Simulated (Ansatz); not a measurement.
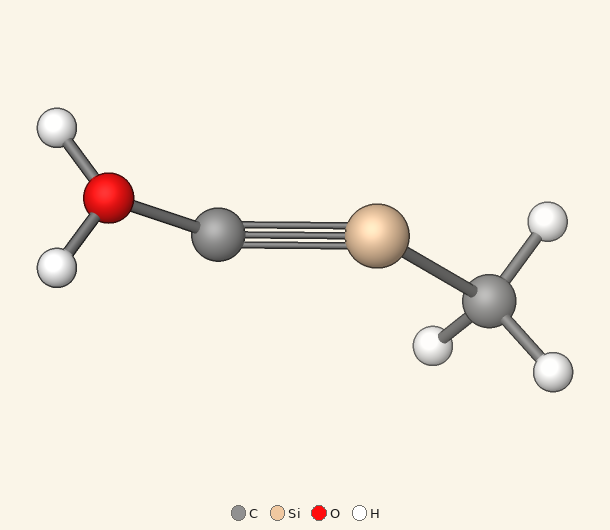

State: charge +1, singlet. Computed geometry: PBE0-D4/def2-TZVP optimisation. No frequency run is at hand to confirm it as a minimum. Properties computed with RKS PBE0-D4/def2-TZVPP (Ansatz 0.2.0).

### Give the dispersion correction at this level.

−10.7 kJ/mol.

### Give the HOMO–LUMO gap at this level.

4.44 eV.

### Give the HOMO energy (Kohn–Sham orbital) at this level.

−11.75 eV.
